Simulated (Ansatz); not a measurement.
## Electronic structure of AsGaH₃ (SMILES [GaH][AsH2]) (doublet) in real space

The calculation's input:

```
crystal:
  periodic: [false, false, false]
  atoms:
    - {symbol: As, position_ang: [0.059834, -0.392589, -1.294486]}
    - {symbol: Ga, position_ang: [0.727446, 1.226194, 0.426009]}
    - {symbol: H, position_ang: [-0.173272, 2.545612, 0.530904]}
    - {symbol: H, position_ang: [-1.259321, -0.584194, -0.547822]}
    - {symbol: H, position_ang: [0.711882, -1.580292, -0.600855]}
basis:
  gaussian:
    orbitals: def2-TZVPD
hamiltonian:
  xc: pbe0
total_charge: 0
output: {forces: true, orbitals: {seedname: orbitals}}
magnetization:
  spin_polarized: true
  initial_magnetization: 1
```

Launched as:

```sh
ansatz run input.yaml --threads 1 --pin off --max-ram 2610MiB --events-out events.jsonl --progress --plain --runs-dir runs
```

Geometry: r2SCAN-D4/def2-SVP.

Level of theory: isolated molecule in a Gaussian basis; Kohn-Sham density functional theory, functional PBE0 in Ansatz.

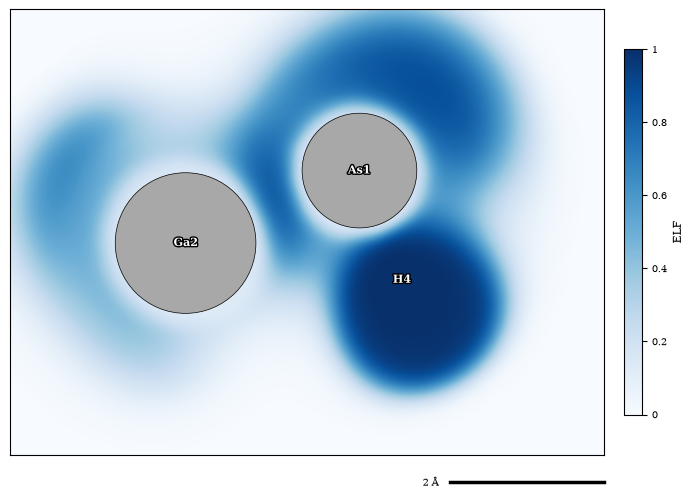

Figure 1. ELF on the plane of atoms Ga2, As1 and H4. Grey discs cover the atomic cores.

Q: Read the bonding off the picture.

A: The section cuts through As, Ga and H sites. Ga–As (2.45 Å): the ELF peaks at about 0.80 between the atoms, as expected for localised, covalent bonding. As–H (1.53 Å): the ELF climbs to about 1 towards the hydrogen, as it does in any bond to H. The ELF also peaks beside As1, away from the bonds: non-bonding electrons, paired or unpaired.

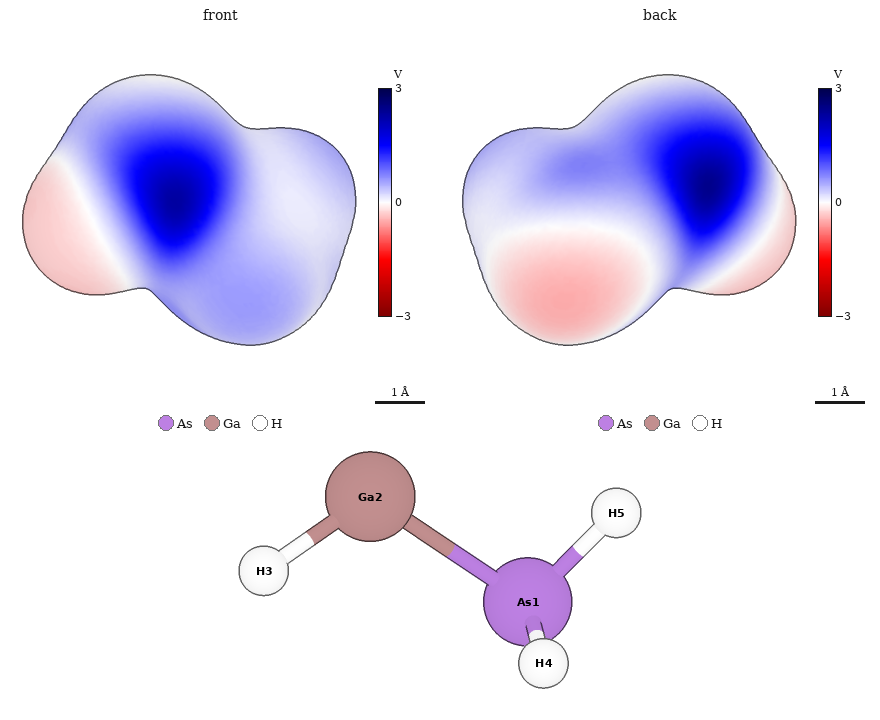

Figure 2. The electrostatic potential painted on the density surface at 0.002 e/bohr³, seen from the front and from behind; the colour scale runs from red (negative) to blue (positive). The bare structure is drawn below in the same view.

Q: Which sites attract a positive test charge, and which a negative one?

A: A positive charge is drawn to the negative regions and a negative charge to the positive ones. The most negative region (about −0.5 V) lies over As1, the most positive (about +2.3 V) over Ga2.

Q: What dipole moment does the calculation give?

A: Its dipole moment is 0.57 D.

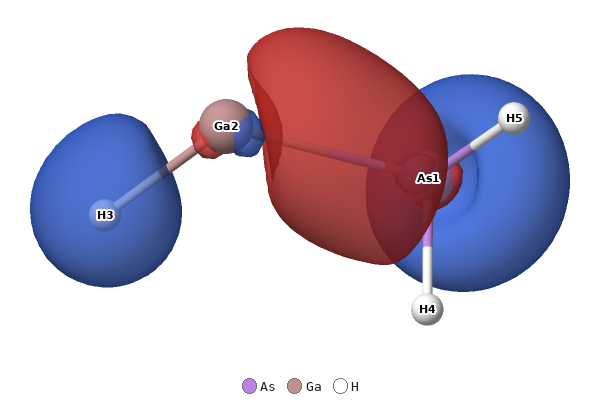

Figure 3. The HOMO (β) at ±0.15 Å⁻³ᐟ² (red and blue are the two phases), seen at a tilt.

Q: Where does this orbital lie, and at what energy?

A: It lies mainly on As1 (about 50 %), Ga2 (about 30 %) and H3 (about 15 %). Its energy is −7.22 eV.

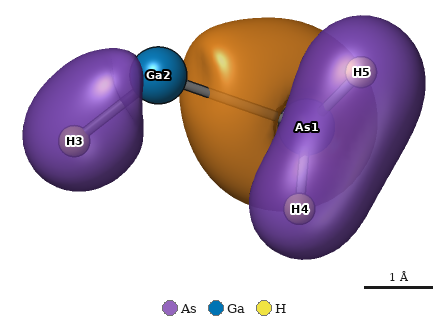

Figure 4. The HOMO−1 (β) at ±0.1 Å⁻³ᐟ² (orange and purple are the two phases), seen across its widest extent.

Q: Where does this orbital lie, and at what energy?

A: It lies mainly on As1 (about 60 %), Ga2 (about 15 %), H5 (about 10 %), H4 (about 10 %) and H3 (about 10 %). Its energy is −8.55 eV.
